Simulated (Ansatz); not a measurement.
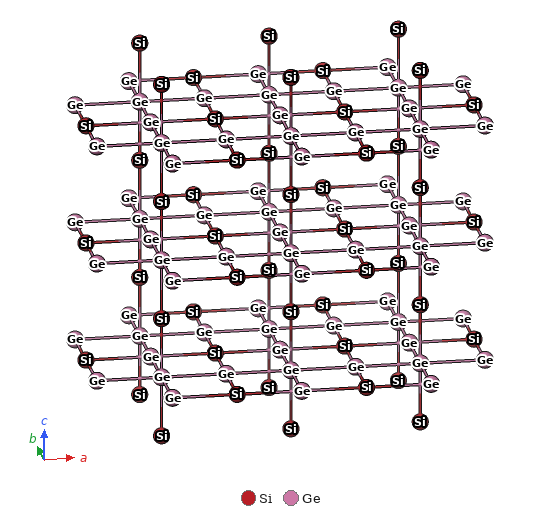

System Si2Ge3 (space group P4/mmm, No. 123); source of the atomic positions: the end point of a relaxation with DFT PBE, scalar-relativistic, plane waves, PAW (Ansatz); the starting structure was generated, so it need not be a known form of this composition.

Bonds are taken as Ge–Ge below 2.9 Å and Ge–Si below 2.9 Å; no other contact counts. Atoms with one bond or none are removed and atoms with two bonds are replaced by edges, until no such atom is left.

Question: What kind of net remains, and which atoms are its nodes?

Answer: A trinodal (4,4,6)-connected, three-periodic net: Si(1c) is a 4-connected node; Ge(2f) is a 4-connected node; Ge(1a) is a 6-connected node, in the ratio 1:2:1. Si(1b) becomes part of the edges.

Question: Is the net interpenetrated?

Answer: It is a single net, without interpenetration.

Question: Give the point symbol of each node (shortest cycle at each angle).

Answer: Si(1c): 4⁴·6²; Ge(2f): 4⁴·6²; Ge(1a): 4⁴·6¹⁰·8.

Question: Give the first eight terms of the coordination sequence (nodes one, two, three … edges away).

Answer: Si(1c): 4, 8, 20, 48, 86, 130, 182, 242; Ge(2f): 4, 12, 30, 58, 94, 138, 190, 250; Ge(1a): 6, 18, 38, 66, 102, 146, 198, 258.
